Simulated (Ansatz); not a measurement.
## C₂H₆F₂OSi: single-point calculation

- system: C₂H₆F₂OSi
- method: RKS r2SCAN-D4/def2-TZVPP (Ansatz 0.2.0)

The geometry comes from this level: PBE0-D4/def2-TZVP. Figures and captions count atoms from 1; the log counts them from 0 in places.

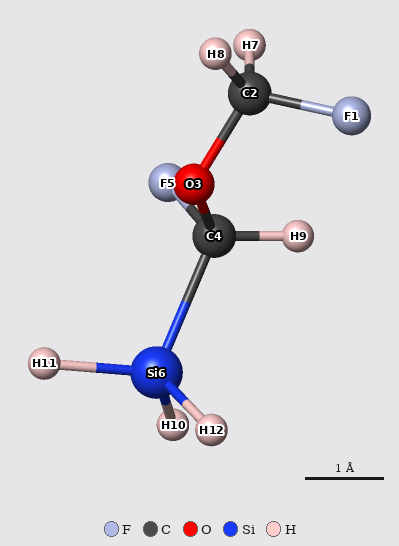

*The input geometry (ball-and-stick view, seen at an oblique angle; atoms are numbered from 1 in the order of the input).*

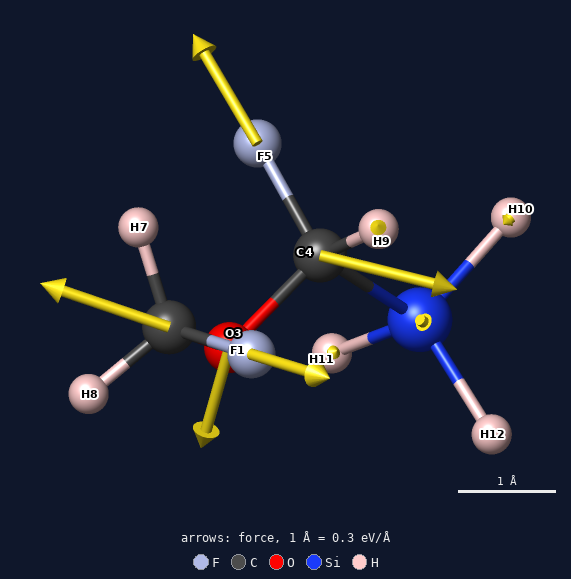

*Forces on the atoms as yellow arrows (ball-and-stick view, seen at a tilt; atoms are numbered from 1 in the order of the input); the smallest are left out.*

The largest act on C4 (0.44 eV/Å); C2 (0.43 eV/Å); F5 (0.41 eV/Å); O3 (0.40 eV/Å), among others. The geometry is not a stationary point of this energy.

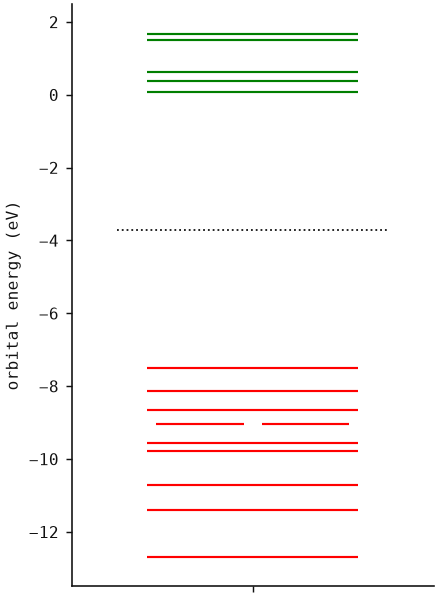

*Orbital energies near the frontier; the dotted line parts filled from empty levels, and levels within 0.02 eV of each other stand side by side.*

Highest filled −7.51 eV, lowest empty 0.07 eV, 7.58 eV apart.

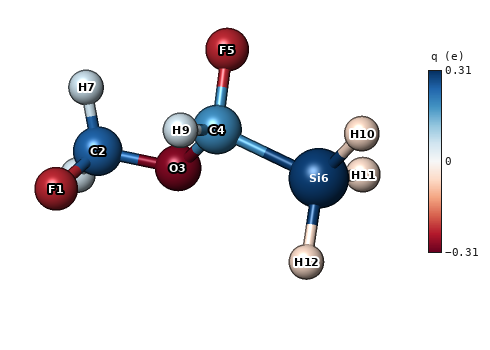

*Mulliken charges, as the colour of each atom (ball-and-stick view, seen at a tilt; atoms are numbered from 1 in the order of the input).*

By element: F −0.23, C +0.19 to +0.25, O −0.28, Si +0.29 and H −0.06 to +0.07 e.

These pictures come from the run below.

**Input**
```yaml
crystal:
  periodic: [false, false, false]
  atoms:
    - {symbol: F, position_ang: [0.533708, -2.442324, 0.715343]}
    - {symbol: C, position_ang: [-0.569622, -1.661508, 0.962493]}
    - {symbol: O, position_ang: [-0.645423, -0.631390, 0.042106]}
    - {symbol: C, position_ang: [0.279544, 0.388788, 0.226655]}
    - {symbol: F, position_ang: [-0.099702, 1.161825, 1.320521]}
    - {symbol: Si, position_ang: [0.304594, 1.477465, -1.343984]}
    - {symbol: H, position_ang: [-0.481682, -1.283431, 1.985281]}
    - {symbol: H, position_ang: [-1.461329, -2.274125, 0.827857]}
    - {symbol: H, position_ang: [1.264344, -0.024460, 0.478259]}
    - {symbol: H, position_ang: [1.232945, 2.609601, -1.103837]}
    - {symbol: H, position_ang: [-1.069416, 1.971167, -1.598391]}
    - {symbol: H, position_ang: [0.789040, 0.653092, -2.478303]}
basis:
  gaussian: {orbitals: def2-TZVPP}
hamiltonian: {xc: r2scan, dispersion: d4}
output: {forces: true, orbitals: {seedname: orbitals}}
```

Launch command:
```bash
ansatz run in.yaml --threads 4 --pin off --events-out ev --progress --plain --max-ram 10444MiB
```

**The program's output**
```
Functional definition: r2SCAN
  name "r2SCAN"
  cite "Furness, Kaplan, Ning, Perdew & Sun, J. Phys. Chem. Lett. 11, 8208 (2020) doi:10.1021/acs.jpclett.0c02405"
  cite "Furness, Kaplan, Ning, Perdew & Sun, J. Phys. Chem. Lett. 11, 9248 (2020) doi:10.1021/acs.jpclett.0c03077"
  parent r2scan
  parameter k0 = 0.174
  parameter k1 = 0.065
  parameter a1 = 4.9479
  exchange = r2scan_x(k0 = k0, k1 = k1, a1 = a1)
  correlation = r2scan_c
1465 factors; their error is unknown
mean field evaluation 1: about -17524.5619 eV, gradient 4.8e1 eV
mean field evaluation 2: about -17521.1479 eV, gradient 6.5e1 eV
mean field evaluation 4: about -17528.6981 eV, gradient 4.3e0 eV
mean field evaluation 8: about -17528.6876 eV, gradient 5.7e-1 eV
mean field evaluation 16: about -17528.6879 eV, gradient 2.7e-5 eV
mean field -17528.68793484 eV, -644.1674002338 hartree, gradient 2.9e-5 eV, S^2 0.000000; 0 other end points of the search recorded, 0 dependent functions left out
the calculation of the forces begins
reference -17528.68794800 eV, -644.1674007175 hartree; 29, 29 occupied and 252, 252 virtual orbitals, 1465 factors
Total energy: -17528.74527627 eV, -644.1695074926 hartree
Atom 0 at     0.533708    -2.442324     0.715343 Å, force     0.307025    -0.200501    -0.076604 eV/Å
Atom 1 at    -0.569622    -1.661508     0.962493 Å, force    -0.290121    -0.043852     0.310143 eV/Å
Atom 2 at    -0.645423    -0.631390     0.042106 Å, force    -0.269004    -0.006786    -0.291223 eV/Å
Atom 3 at     0.279544     0.388788     0.226655 Å, force     0.345081     0.021306    -0.277008 eV/Å
Atom 4 at    -0.099702     1.161825     1.320521 Å, force    -0.119949     0.224335     0.326272 eV/Å
Atom 5 at     0.304594     1.477465    -1.343984 Å, force     0.000121     0.032102    -0.046575 eV/Å
Atom 6 at    -0.481682    -1.283431     1.985281 Å, force     0.011709     0.012289     0.010626 eV/Å
Atom 7 at    -1.461329    -2.274125     0.827857 Å, force     0.002074     0.006540    -0.008907 eV/Å
Atom 8 at     1.264344    -0.024460     0.478259 Å, force     0.019559    -0.026894     0.026204 eV/Å
Atom 9 at     1.232945     2.609601    -1.103837 Å, force    -0.023085    -0.025546    -0.002307 eV/Å
Atom 10 at    -1.069416     1.971167    -1.598391 Å, force     0.027431    -0.012519     0.008654 eV/Å
Atom 11 at     0.789040     0.653092    -2.478303 Å, force    -0.010841     0.019526     0.020722 eV/Å
Dipole moment:    -0.029565    -0.011481    -0.015489 e Å
```

**Summary**

- outcome: converged
- total energy: −17528.7453 eV
- mean-field energy: −17528.6879 eV
- dispersion energy: −0.0573 eV
- SCF solution under orbital rotations: stable
- HOMO: −7.51 eV
- LUMO: 0.07 eV
- largest force (length of the vector): 0.443 eV/Å
- dipole moment: 0.17 D
- hardware: 4 threads of Arm Neoverse V1, 23 GiB of memory available, shared host
- wall time: 6.5 s (CPU time 24 s)
- peak memory: 0.42 GiB
